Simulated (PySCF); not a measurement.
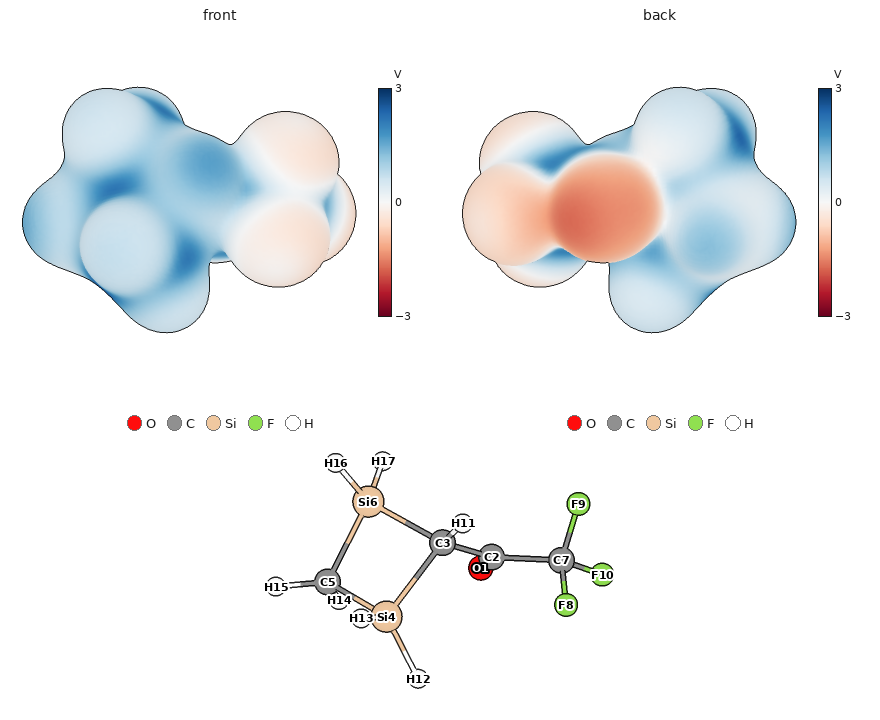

Figure. C₄H₇F₃OSi₂. The molecular electrostatic potential painted on the density surface at 0.004 e/bohr³, seen from the front and from behind; red is negative and blue positive. The bare structure is drawn below in the same view.

Geometry: PBE0-D3(BJ)/def2-SVP.

Theory: PySCF 2.14.0, PBE0/pcSseg-1, SCF density, gas phase, non-relativistic.

```yaml
atoms:
  - { symbol: O, position_ang: [-0.4175, -1.8926, 0.1962] }
  - { symbol: C, position_ang: [-0.9952, -0.8315, 0.1437] }
  - { symbol: C, position_ang: [-0.3585, 0.4930, 0.2565] }
  - { symbol: Si, position_ang: [0.8691, 0.7312, -1.2276] }
  - { symbol: C, position_ang: [2.3132, 0.0979, -0.1838] }
  - { symbol: Si, position_ang: [1.2339, 0.4169, 1.3404] }
  - { symbol: C, position_ang: [-2.5189, -0.8181, -0.1094] }
  - { symbol: F, position_ang: [-2.7818, -0.1429, -1.2336] }
  - { symbol: F, position_ang: [-3.1466, -0.1983, 0.8933] }
  - { symbol: F, position_ang: [-3.0086, -2.0369, -0.2245] }
  - { symbol: H, position_ang: [-1.0740, 1.3099, 0.4156] }
  - { symbol: H, position_ang: [0.4956, -0.0527, -2.4400] }
  - { symbol: H, position_ang: [0.9678, 2.1841, -1.5513] }
  - { symbol: H, position_ang: [2.4258, -0.9885, -0.3344] }
  - { symbol: H, position_ang: [3.2931, 0.5862, -0.2650] }
  - { symbol: H, position_ang: [1.4811, 1.7705, 1.9207] }
  - { symbol: H, position_ang: [1.2021, -0.6173, 2.4115] }
```

Where is the surface potential most negative and most positive?

Answer. The most negative region (about −1.7 V) lies over O1, the most positive (about +2.2 V) over Si4 and Si6. O1 is the likeliest acceptor of a hydrogen bond.

What dipole moment does the calculation give?

Answer. Its dipole moment is 3.16 D.
